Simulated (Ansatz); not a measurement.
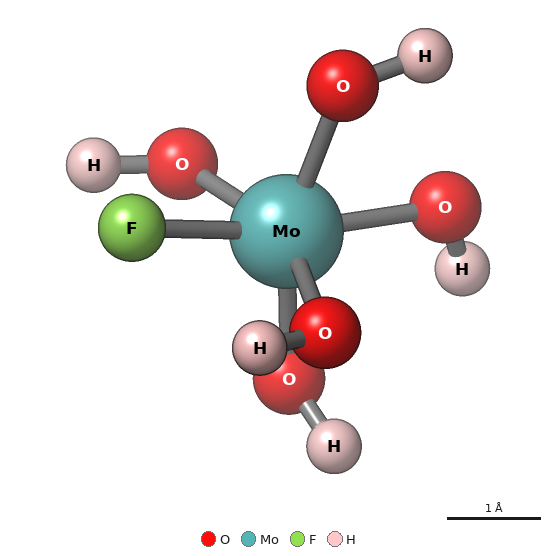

Distant atoms are faded towards the background colour. Charge 0, singlet. The computed structure is the end point of a PBE0-D4/def2-TZVP optimisation. Masses are those of the most abundant isotopes; constants are for the rigid equilibrium geometry.

### What kind of rotor is it, and what are its rotational constants in cm⁻¹?

An asymmetric top (C1): A = 0.0716, B = 0.0640, C = 0.0626 cm⁻¹. Ray's parameter κ is −0.70, nearer the prolate limit.
